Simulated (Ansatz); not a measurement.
# CHF2 (difluoromethyl radical) at RPA@PBE/STO-3G

What is the electronic atomisation energy of CHF2 (difluoromethyl radical) at RPA@PBE/STO-3G? 

The results are computed with Ansatz 0.2.0.

57 further runs of the same task are left out: 10 that didn't finish, 47 set aside as unsound or not needed.

### Step 1. The system as given

CHF2 has 4 atoms, charge 0, and is taken as a doublet. As SMILES, `F[CH]F`. The shape is that of a PBE0-D4/def2-TZVP optimisation.

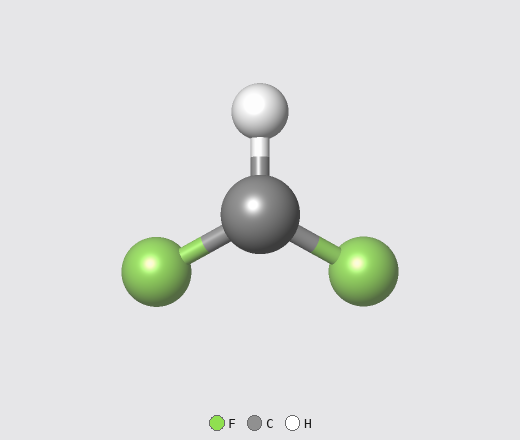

Viewed from a chosen angle; fluorine green, carbon grey, hydrogen white.

### Step 2. A single-point energy at RPA@PBE/STO-3G

in.yaml

```yaml
crystal:
  periodic: [false, false, false]
  atoms:
    - {symbol: F, position_ang: [-1.208200, 0.264600, -0.141700]}
    - {symbol: C, position_ang: [0.038600, 0.063400, 0.244400]}
    - {symbol: F, position_ang: [0.433100, -1.166800, -0.029600]}
    - {symbol: H, position_ang: [0.736500, 0.838700, -0.073100]}
basis:
  gaussian: {orbitals: STO-3G}
accuracy: high
magnetization: {spin_polarized: true, initial_magnetization: 1}
correlation: {method: rpa, frozen_orbitals: {C: 1, F: 1, H: 0}}
hamiltonian: {xc: pbe}
```

Command:

```bash
ansatz run in.yaml --threads 1 --pin off --max-ram 2610MiB --events-out events.jsonl --progress --plain --runs-dir runs
```

What it wrote:

```text
Warning: RAYON_NUM_THREADS=1 ignored (pool sized by the plan → 1); use --threads N
Functional definition: PBE
  name "PBE"
  parameter kappa = 0.804
  parameter beta = 0.06672455060314922
  exchange = pbe_x(kappa = kappa, mu = beta*pi^2/3)
  correlation = pbe_c(beta = beta)
272 factors; integrals over basis functions are off by at most 5.2e-8 eV
mean field evaluation 1: about -6386.2927 eV, gradient 5.2e0 eV
mean field evaluation 2: about -6386.2395 eV, gradient 5.2e0 eV
mean field evaluation 4: about -6386.4822 eV, gradient 4.3e-1 eV
mean field evaluation 8: about -6386.4832 eV, gradient 1.2e-2 eV
mean field evaluation 16: about -6386.4832 eV, gradient 6.0e-8 eV
mean field -6386.48321731 eV, -234.6989293222 hartree, gradient 6.1e-8 eV, S^2 0.750444; 0 other end points of the search recorded, 0 dependent functions left out
3 core orbitals not correlated: weight in the atoms' cores, before any rotation towards them, 1.000 or more for the frozen orbitals, at most 0.000 for the correlated occupied ones
reference -6366.58027280 eV, -233.9675096023 hartree; 10, 9 occupied and 3, 4 virtual orbitals, 272 factors
Total energy: -6371.67588614 eV, -234.1547699387 hartree
```

Run time: 1.5 s. Hardware: 1 thread of Arm Neoverse V1, shared host; peak memory 0.12 GiB.

### Step 3. The C atom, same level

input.yaml

```yaml
crystal:
  periodic: [false, false, false]
  atoms:
    - {symbol: C, position_ang: [0.000000, 0.000000, 0.000000]}
basis:
  gaussian: {orbitals: STO-3G}
correlation: {method: rpa, frozen_orbitals: {C: 1}}
accuracy: high
hamiltonian: {xc: {name: PBE}}
magnetization: {spin_polarized: true, initial_magnetization: 2}
```

Command:

```bash
ansatz run input.yaml --threads 1 --pin off --max-ram 2610MiB --events-out events.jsonl --progress --plain --runs-dir runs
```

What it wrote, shortened:

```text
Warning: RAYON_NUM_THREADS=1 ignored (pool sized by the plan → 1); use --threads N
[... 6 set-up lines as earlier in the session ...]
15 factors; integrals over basis functions are off by at most 9.8e-10 eV
mean field evaluation 1: about -1014.6260 eV, gradient 1.7e-12 eV
mean field evaluation 2: about -1014.6263 eV, gradient 7.8e-12 eV
mean field evaluation 4: about -1014.6261 eV, gradient 0.0e0 eV
mean field evaluation 8: about -1014.6262 eV, gradient 9.5e-2 eV
mean field evaluation 16: about -1014.6261 eV, gradient 1.1e-11 eV
mean field -1014.62632258 eV, -37.2868296162 hartree, gradient 1.5e-23 eV, S^2 2.000000; 7 other end points of the search recorded, 0 dependent functions left out
1 core orbitals not correlated: weight in the atoms' cores, before any rotation towards them, 1.000 or more for the frozen orbitals, at most 0.000 for the correlated occupied ones
reference -1012.21982732 eV, -37.1983925466 hartree; 3, 1 occupied and 1, 3 virtual orbitals, 15 factors
Total energy: -1013.94380846 eV, -37.2617476849 hartree
```

Wall time 0.4 s (1 thread of Arm Neoverse V1, shared host).

### Step 4. The F atom, same level

input.yaml

```yaml
crystal:
  periodic: [false, false, false]
  atoms:
    - {symbol: F, position_ang: [0.000000, 0.000000, 0.000000]}
basis:
  gaussian: {orbitals: STO-3G}
total_charge: 0
magnetization: {spin_polarized: true, initial_magnetization: 1}
hamiltonian: {xc: pbe}
correlation: {method: rpa, frozen_orbitals: {F: 1}}
accuracy: high
```

Run the same way, it converges to -98.01752 Eh (log not shown).

### Step 5. The H atom at the same level

input.yaml

```yaml
crystal:
  periodic: [false, false, false]
  atoms:
    - {symbol: H, position_ang: [0.000000, 0.000000, 0.000000]}
basis:
  gaussian: {orbitals: STO-3G}
correlation: {method: rpa, frozen_orbitals: {H: 0}}
accuracy: high
hamiltonian: {xc: {name: PBE}}
magnetization: {spin_polarized: true, initial_magnetization: 1}
```

Run the same way, it converges to -0.46658 Eh (log not shown).

### Step 6. Results

Level: RPA@PBE/STO-3G, 3 core orbitals frozen.

| quantity | value |
| --- | --- |
| molecule: total energy | -234.15477 Eh |
| molecule: RPA correlation energy (valence) | -187.3 mEh |
| molecule: ⟨S²⟩ of the reference determinant | 0.750 |
| C atom: total energy | -37.26175 Eh |
| C atom: RPA correlation energy (valence) | -63.4 mEh |
| C atom: ⟨S²⟩ of the reference determinant | 2.000 |
| F atom: total energy | -98.01752 Eh |
| F atom: RPA correlation energy (valence) | -31.0 mEh |
| F atom: ⟨S²⟩ of the reference determinant | 0.750 |
| H atom: total energy | -0.46658 Eh |
| H atom: RPA correlation energy | 0.0 mEh |
| H atom: ⟨S²⟩ of the reference determinant | 0.750 |
| electronic atomisation energy | 10.650 eV |

Taking the molecule apart into free atoms costs 10.65 eV (246 kcal/mol), before zero-point energy and without spin-orbit coupling. In a minimal basis such a difference can be off by several eV, whatever the method.
